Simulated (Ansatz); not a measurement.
```tsv
atom	x (Å)	y (Å)	z (Å)
Al	-0.0016	-0.0165	-0.2875
H	0.0988	0.1409	2.4654
H	1.3796	-0.0138	-1.1043
H	-1.3998	-0.0159	-1.0768
O	-0.0390	-0.0377	3.4276
H	-0.5524	-0.8581	3.4027
```

Not at a stationary point (largest force 0.7 eV/Å).

All numbers below come from Ansatz 0.2.0, UKS r2SCAN/cc-pVDZ.

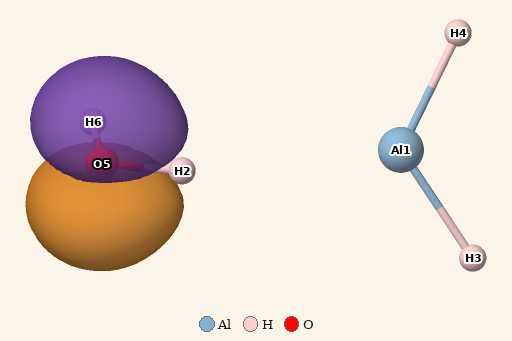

AlH2···H2O (doublet). One frontier orbital at ±0.15 Å⁻³ᐟ² (orange and purple are the two phases), seen across its widest extent.

### Which orbital is it: HOMO (β) or LUMO (β)?

The HOMO (β), at −6.58 eV. Its weight (Hirshfeld) is mainly on O5 (about 90 %); largely a lone pair of O5.
